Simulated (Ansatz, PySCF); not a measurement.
H2 (SMILES [H][H]) and Si2H6 (SMILES [SiH3][SiH3]) are pulled apart as rigid monomers along the line of their centres of mass, from the B3LYP-D3(BJ)/def2-TZVP minimum. Starting geometry (charge 0, multiplicity 1):
```
atom    x (Å)    y (Å)    z (Å)
----  -------  -------  -------
H      0.5567  -0.7627   0.0531
H     -0.0982  -0.5764  -0.2471
Si     1.0168  -0.1338   3.6817
Si    -1.1315   0.4676   2.9615
H      1.8150  -0.6739   2.5545
H      0.9308  -1.1710   4.7386
H      1.7213   1.0484   4.2351
H     -1.0531   1.5122   1.9121
H     -1.9160   1.0004   4.1024
H     -1.8414  -0.7107   2.4080
```

Interaction energies with rigid monomers; basis-set methods are counterpoise corrected unless marked otherwise.

Correlated levels freeze the cores. Rows in 6-31G* carry no dispersion term and start afresh at each structure (6-31G* with six Cartesian d functions).

Programs: Ansatz (Gaussian basis) for Hartree–Fock, density functionals and correlated methods; PySCF for 6-31G* rows, the dispersion terms. 

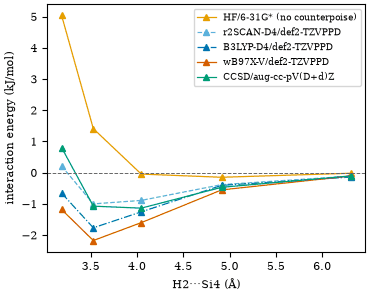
Figure. Interaction energy against separation

Task: Which level binds most strongly at H2···Si4 = 3.53, and by how much?

Result: wB97X-V/def2-TZVPPD, -2 kJ/mol.

Ansatz is a program for electronic structure.
